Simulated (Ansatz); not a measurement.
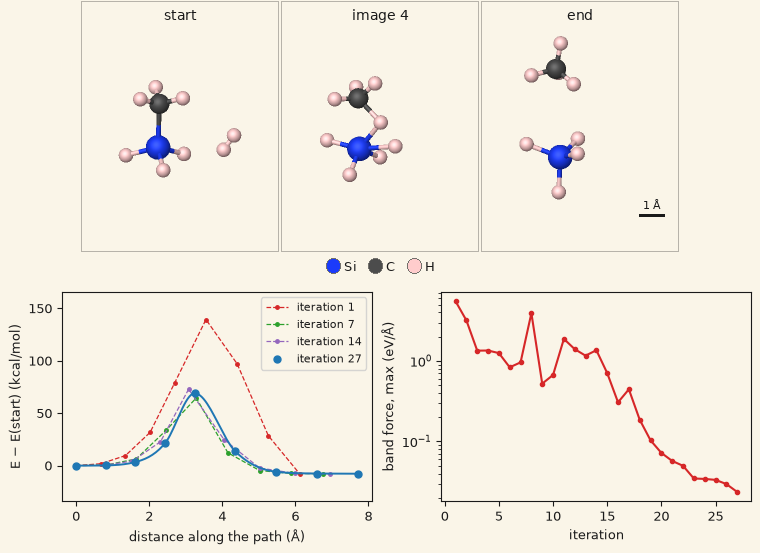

A search for the minimum-energy path of CH₈Si, made up of CH$_{6}$Si and H$_{2}$ by the nudged elastic band. Images are numbered from 0 (start) to 8 (end). The plot follows the band through its iterations. A ball-and-stick model, seen from a free direction.

These are results of RKS PBE-D4/6-31G* (Ansatz), not measurements. Set-up: 7 movable images; climbing image; force threshold 0.03 eV/Å; iteration limit 60; starting path through a guess of the saddle point.

**Judge this run.**

The result is final at these settings. The band converged in 27 iterations. The largest component of the band force went from 5.5 to 0.024 eV/Å. The climbing image converged on the top of the path. Its vibrational analysis gives one imaginary mode (1618i cm⁻¹), as a transition state must have. The first iteration put the highest image at 139.4 kcal/mol. The energy climbs by 69.0 kcal/mol to image 4 and then falls by 76.7 kcal/mol, so the end point sits at −7.7 kcal/mol.

Limits of the set-up: the start holds two separate molecules, 2.8 Å apart at their closest, whose relative position is a soft coordinate.

The run took 4.7 min on 1 thread of Arm Neoverse V1 (shared host), peak memory 0.1 GiB.
